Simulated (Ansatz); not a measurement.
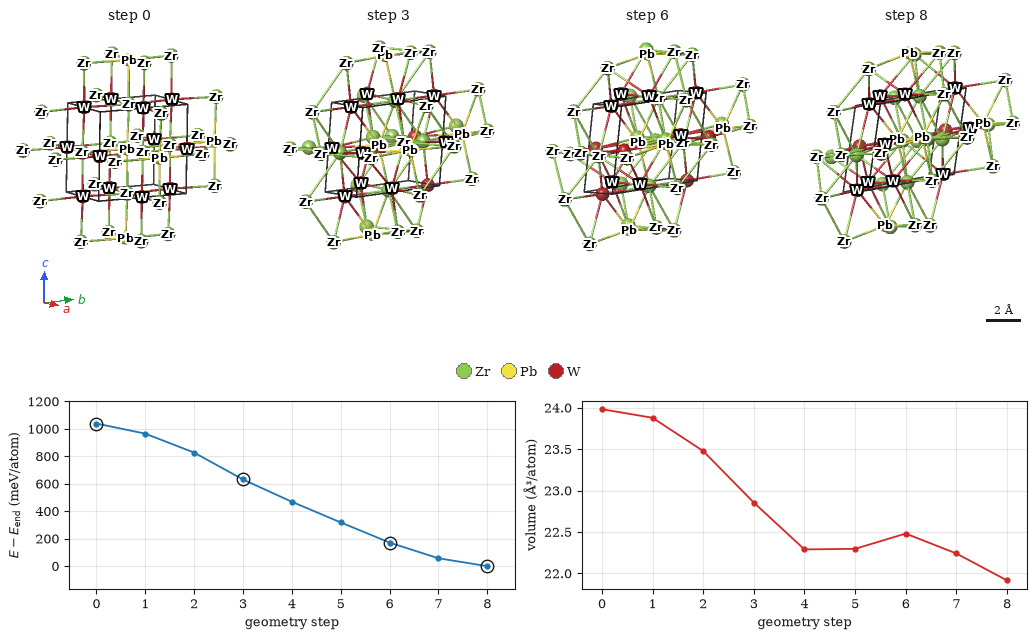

Frames of a relaxation of a crystal of Zr3PbW3 (a generated structure, set up in P1) (coarse preliminary run), marked on the history of the run. A ball-and-stick model of the cell of the calculation, seen slightly off an axis.

The calculation used DFT PBE, scalar-relativistic, plane waves, PAW in Ansatz. Set-up: plane-wave cutoff 420 eV; k-point mesh 4 × 4 × 4; occupations gaussian; smearing width 0.2 eV; no spin polarisation; cell and atoms relaxed; force threshold 0.025 eV/Å; at most 60 steps.

What happens along the run?

Answer. The run was cut off at its time limit before the relaxation converged, so the last structure is only a point on the way. The largest move relative to the cell is that of a W atom, 1.17 Å roughly along [0 −3 1]. By element the largest moves are W 1.17 Å, Zr 0.64 Å, Pb 0.52 Å. The drawn cell changes as follows: a 5.467 → 5.340 Å (−2.3 %), b 5.659 → 5.763 Å (+1.8 %), c 5.438 → 5.399 Å (−0.7 %), α 87.6° → 79.2°, β 87.2° → 73.7°, γ 90.5° → 98.0°; the volume changes by −8.6 %. Among the contacts that change: W–Zr 4.618 → 2.826 Å, W–Zr 4.673 → 3.180 Å, W–W 3.886 → 2.563 Å, W–W 3.800 → 2.608 Å. New bonds form: Pb–W (3.85 → 2.81 Å), Pb–W (3.93 → 2.81 Å), W–W (3.80 → 2.61 Å), W–W (3.89 → 2.56 Å). Among the angles between lasting bonds that change: W–Zr–W 177.7° → 112.0°, Zr–W–Zr 177.7° → 112.0°, Zr–W–Zr 175.4° → 113.6°. The space group stays P1 (No. 1). After 8 geometry steps the energy has fallen by 1040 meV per atom. Largest force component: 1 eV/Å at the start, 0.56 eV/Å at the end. The pressure goes from 0.67 to 0.58 GPa. From step 0 to 3: W atoms move most (0.52 Å), volume −4.7 %, energy −408 meV per atom. From step 3 to 6: a W atom moves most (0.52 Å), volume −1.6 %, energy −460 meV per atom. From step 6 to 8: a Zr atom moves most (0.32 Å), volume −2.5 %, energy −172 meV per atom.
